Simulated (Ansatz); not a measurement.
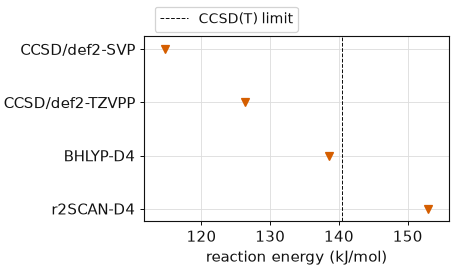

Electronic reaction energy of SiBrF (F[Si]Br) [singlet] + H₂ ([H][H]) → SiHF (F[SiH]) [singlet] + HBr (Br) (SMILES in brackets) at several levels (functionals in def2-TZVPP unless a basis is named), isolated molecules at PBE0-D4 triple-zeta geometries, minima by their frequencies, no zero-point or thermal terms, the Ansatz code. The line is frozen-core CCSD(T) at the basis limit (MP2 extrapolated from triple and quadruple zeta, plus CCSD(T) less MP2 in a smaller set). The distance of CCSD/def2-SVP and CCSD/def2-TZVPP to the limit includes basis error. The limit lies 8.0 kJ/mol from CCSD(T)/def2-TZVPP, so the line itself is uncertain by a part of that.

What range do the values span, the line included?

Answer. From 114.7 kJ/mol (CCSD/def2-SVP) to 152.9 kJ/mol (r2SCAN-D4).

Give the values.

Answer.
| level | kJ/mol | less CCSD(T) limit |
| --- | --- | --- |
| CCSD/def2-SVP | 114.7 | −25.7 |
| CCSD/def2-TZVPP | 126.3 | −14.1 |
| BHLYP-D4 | 138.5 | −1.9 |
| r2SCAN-D4 | 152.9 | 12.6 |
| CCSD(T) limit | 140.4 | 0.0 |

Caveats: no scalar relativity up to krypton; outer-core shells are correlated without core-valence functions, which makes the correlated values less sure.
